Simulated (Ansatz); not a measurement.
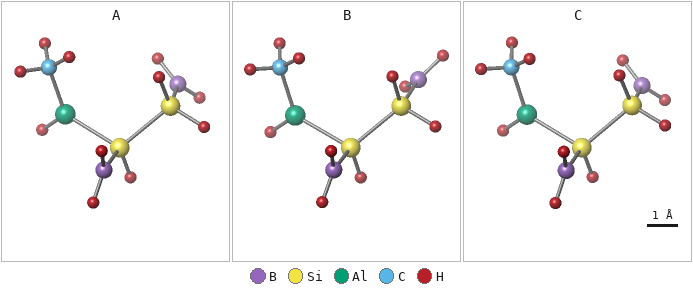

3 geometries from a converged minimum-energy path of CH₁₁AlB₂Si₂, shuffled. Style: ball-and-stick. Shown at a tilt.

Level of theory: Ansatz 0.2.0, RKS PBE/STO-3G. Run with 5 movable images; climbing image; force threshold 0.05 eV/Å; iteration limit 60; starting path by image-dependent pair potential.

Which frame is the top of the path?

Answer. B. In order along the path, whose images run from 0 to 6: C (image 0, 0.0 kJ/mol), B (image 3, +11.3 kJ/mol), A (image 6, −0.1 kJ/mol). The motion is a rotation about the B–Si bond by about 180°. No bond forms or breaks between the ends. Bond angles that change up to the highest image, for instance: B–Si–Si 104.1° → 116.2°, B–Si–H 114.0° → 106.0°.

Limits of the set-up: STO-3G is a minimal basis, so the numbers are rough.

Cost: 3.2 min on 1 thread of Arm Neoverse V1, with other jobs on the host, peak memory 0.12 GiB.
